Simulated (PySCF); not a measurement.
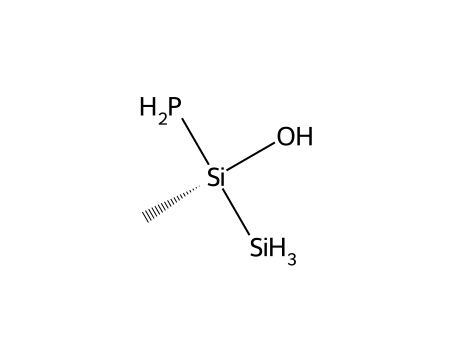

Write the SMILES.

Answer. C[Si@](O)([SiH3])P

What is the molecular formula?

Answer. CH9OPSi2.

An optimisation with GFN2-xTB gave a structure of which point group?

Answer. C1.

The parts below concern this one geometry. Atoms keep their numbers from picture to picture. Computed geometry: GFN2-xTB optimisation. No frequency run is at hand to confirm it as a minimum.

## Electronic properties

No frequency run is at hand to confirm it as a minimum. Properties computed with PBE0/def2-SVPD, gas phase (PySCF 2.14.0). Excitations: vertical, linear response.

Give the lowest vertical singlet excitation at this level.

Answer. 5.89 eV.

What is the brightest of the 6 lowest singlets?

Answer. 6.47 eV.

What is the mean static polarisability?

Answer. 102.3 bohr³.

What is the HOMO energy (Kohn–Sham orbital)?

Answer. −7.22 eV.

## Dipole moment

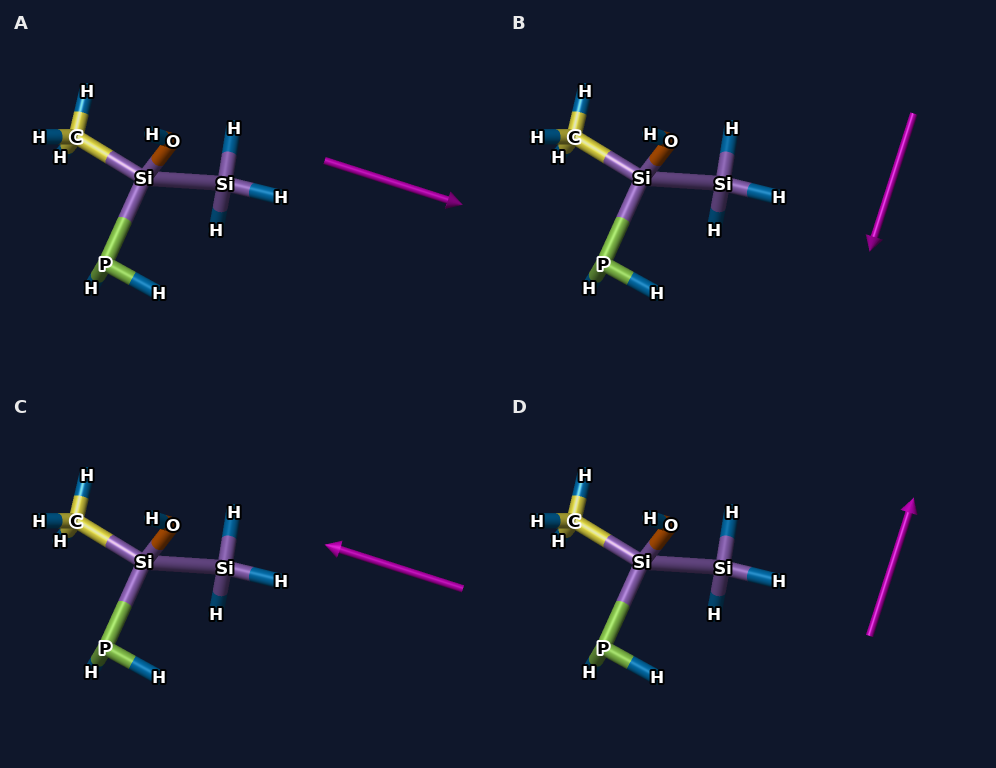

The same molecule four times, each with an arrow. No frequency run is at hand to confirm it as a minimum. Level of theory: PBE0/def2-SVPD, gas phase (PySCF 2.14.0).

Which arrow points along the dipole moment, from the negative to the positive end?

Answer. C. The dipole moment is 1.07 D.

## Bond orders

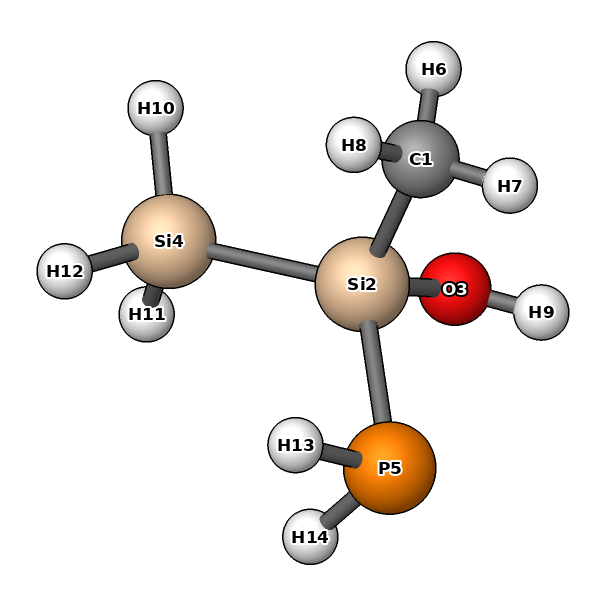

The thickness of each stick grows with its Mayer bond order. No frequency run is at hand to confirm it as a minimum. Method: PBE0/pcSseg-1 (PySCF 2.14.0).

List the Mayer bond orders of C1–Si2, C1–H6, C1–H7, C1–H8, Si2–O3, Si2–Si4, Si2–P5, O3–H9, Si4–H10, Si4–H11, Si4–H12, P5–H13, P5–H14.

| bond | Mayer order | length (Å) |
| --- | --- | --- |
| C1–Si2 | 0.91 | 1.915 |
| C1–H6 | 0.96 | 1.086 |
| C1–H7 | 0.95 | 1.088 |
| C1–H8 | 0.95 | 1.086 |
| Si2–O3 | 1.02 | 1.639 |
| Si2–Si4 | 0.87 | 2.325 |
| Si2–P5 | 0.98 | 2.270 |
| O3–H9 | 0.93 | 0.955 |
| Si4–H10 | 0.93 | 1.466 |
| Si4–H11 | 0.94 | 1.465 |
| Si4–H12 | 0.92 | 1.469 |
| P5–H13 | 0.93 | 1.381 |
| P5–H14 | 0.93 | 1.383 |

## NMR shielding

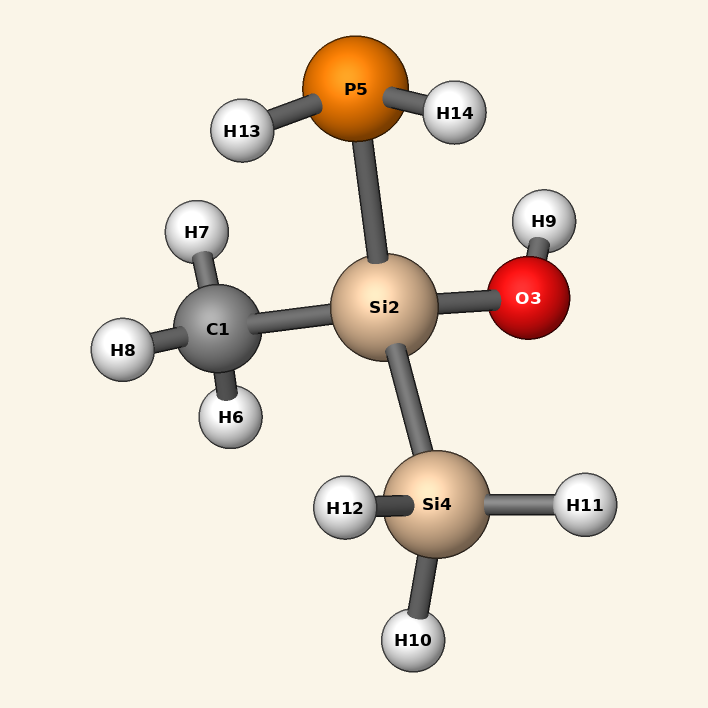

No frequency run is at hand to confirm it as a minimum. Level of theory: GIAO PBE0/pcSseg-1 NMR shielding, non-relativistic, gas phase (PySCF 2.14.0). Principal shieldings σ11 ≤ σ22 ≤ σ33, span Ω = σ33 − σ11, skew κ = 3(σiso − σ22)/Ω.

Give the shielding tensors of the C atoms.

```
atom    σ11    σ22    σ33   σiso     Ω     κ
  C1  166.5  176.3  192.3  178.3  25.7  0.24
```

Shieldings and span in ppm.

The geometry is semi-empirical. Around P, Si such bond lengths and angles can be off by a tenth of an ångström or more and by several degrees, and values that hang on the shape move with them.
